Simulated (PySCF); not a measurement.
```yaml
atoms:
  - { symbol: Si, position_ang: [-1.9762, -0.9801, -0.1203] }
  - { symbol: C, position_ang: [-0.4021, 0.0111, 0.3030] }
  - { symbol: Si, position_ang: [-0.3858, 1.8436, -0.2227] }
  - { symbol: O, position_ang: [0.6453, -0.7228, -0.3703] }
  - { symbol: Ge, position_ang: [2.3164, -0.8004, 0.0918] }
  - { symbol: H, position_ang: [-3.1129, -0.3493, 0.5562] }
  - { symbol: H, position_ang: [-2.1545, -0.9648, -1.5709] }
  - { symbol: H, position_ang: [-1.8114, -2.3563, 0.3522] }
  - { symbol: H, position_ang: [-0.2350, -0.0354, 1.3876] }
  - { symbol: H, position_ang: [-1.5013, 2.4978, 0.4618] }
  - { symbol: H, position_ang: [0.8793, 2.4629, 0.1930] }
  - { symbol: H, position_ang: [-0.5138, 1.9296, -1.6763] }
  - { symbol: H, position_ang: [2.8122, -1.8438, -0.8486] }
  - { symbol: H, position_ang: [3.0115, 0.5222, -0.0980] }
  - { symbol: H, position_ang: [2.4240, -1.2063, 1.5396] }
```

Geometry: GFN2-xTB.

Computed with PySCF 2.14.0, CAM-B3LYP/def2-SVPD, SCF density, gas phase.

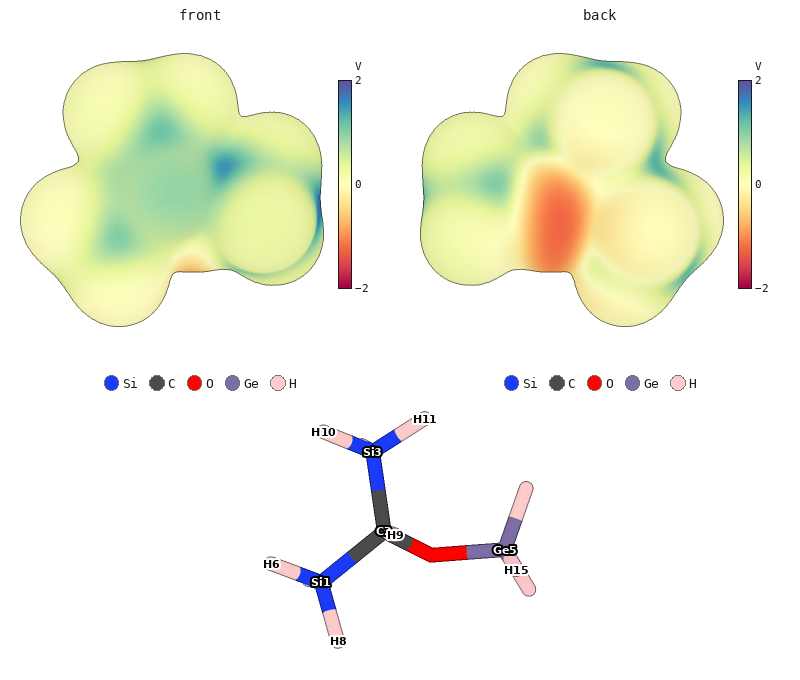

CH10GeOSi2 (SMILES [SiH3]C([SiH3])[O][GeH3]). The molecular electrostatic potential painted on the density surface at 0.002 e/bohr³, seen from the front and from behind; red is negative and blue positive. The bare structure is drawn below in the same view.

> Describe the electrostatic potential map.

The most negative region (about −1.2 V) lies over O4, the most positive (about +1.6 V) over Ge5. O4 is the likeliest acceptor of a hydrogen bond.

> What dipole moment does the calculation give?

Its dipole moment is 1.22 D.
